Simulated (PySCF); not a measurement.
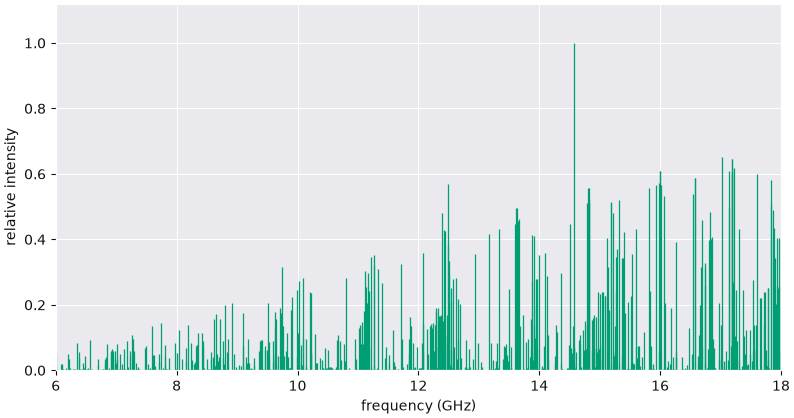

C₃H₉BrSi₂, SMILES C=C[SiH2]C[SiH2]Br. Simulated rotational absorption lines between 6 and 18 GHz at 5 K: rigid rotor with the equilibrium constants and dipole of one optimised conformer (PBE0-D3(BJ)/def2-SVP, PySCF 2.14.0), commonest isotopes; no centrifugal distortion, hyperfine structure, internal rotation or nuclear-spin weights; lines within 1 MHz of each other are summed.

What are the rotational constants, and what kind of rotor is it?

Rotational constants A, B, C = 2.072, 0.7836, 0.5951 GHz; Ray's κ = −0.74, an asymmetric top on the prolate side.

Which dipole components drive the lines?

|μa|, |μb|, |μc| = 1.00, 1.01, 0.76 D; b-type lines carry 43 % of the intensity in this range.

Caveats: coarse grid, loose stop and no frequency check, small forces are noise and the end may be a saddle.
